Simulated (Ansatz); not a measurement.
## A computed series for InAs: alloy series

Consider InAs in the zinc blende structure (space group F-43m, No. 216).

```xyz
2
Lattice="0.0000 3.0932 3.0932 3.0932 0.0000 3.0932 3.0932 3.0932 0.0000" Properties=species:S:1:pos:R:3 pbc="T T T"
As     4.6397     4.6397     4.6397
In     0.0000     0.0000     0.0000
```

The other end (x = 1) is AlAs in the zinc blende structure (space group F-43m, No. 216): 23.50 Å³/atom, gap 1.50 eV.

Al replaces a fraction x of In; each row is one arrangement (x, atoms in the cell, starting space group or random), fully relaxed.

Level of theory: PBE (Ansatz, a first-principles code; PAW; 420 eV plane waves; no spin-orbit coupling).

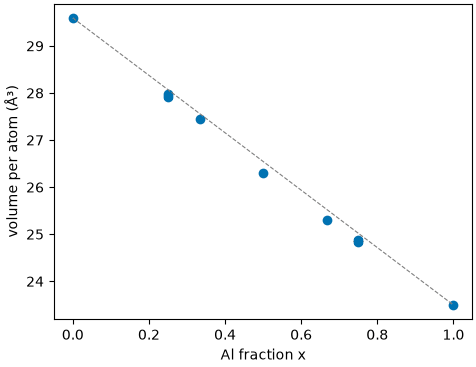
Figure: Volume per atom against Al fraction x; the dashed line joins the ends

```csv
Al fraction x,volume per atom
"x(Al) = 0.25, 8 atoms, R3m",27.97 Å³
"x(Al) = 0.25, 8 atoms, Amm2",27.94 Å³
"x(Al) = 0.25, 8 atoms, P-4m2",27.92 Å³
"x(Al) = 0.333, 6 atoms, P3m1",27.44 Å³
"x(Al) = 0.5, 4 atoms, P-4m2",26.31 Å³
"x(Al) = 0.667, 6 atoms, Imm2",25.30 Å³
"x(Al) = 0.75, 8 atoms, Cm",24.85 Å³
"x(Al) = 0.75, 8 atoms, Amm2",24.88 Å³
"x(Al) = 0.75, 8 atoms, Pmm2",24.84 Å³
```

These are small ordered cells, not random alloys; other orderings at the same x differ. No phonon test of stability was made. The final runs are not spin-polarised.
